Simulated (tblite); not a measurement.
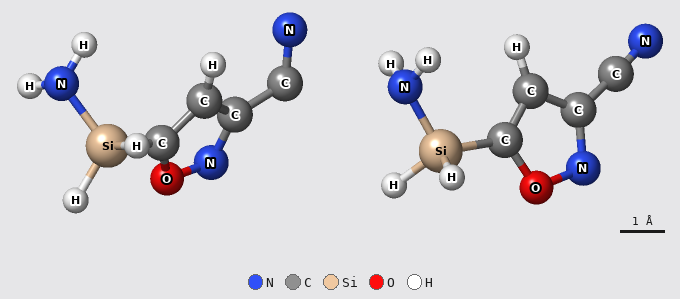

Two geometries of C₄H₅N₃OSi (charge −1, multiplicity 2), drawn at one scale. One is the start of a relaxation, the other its converged end. Style: ball-and-stick. Shown from a free direction.

Level of theory: tblite, GFN2-xTB geometry optimisation, gas phase. 

### Which one is relaxed?

The right one is the relaxed one. The largest move after the best rigid fit is that of an H atom, 1.22 Å. Largest moves by element: H 1.22 Å, N 1.03 Å, O 1.01 Å, C 0.49 Å, Si 0.26 Å. Some distances before and after: C–N 1.284 → 1.164 Å, N–O 1.317 → 1.421 Å, C–C 1.468 → 1.384 Å, C–O 1.310 → 1.390 Å. Bond angles that change, for instance: N–C–C 117.4° → 176.5°, N–Si–H 112.9° → 102.5°, C–C–Si 123.3° → 132.5°. Groups turn about C–Si by about 65°. The energy falls by 2.123 eV in 127 geometry steps.
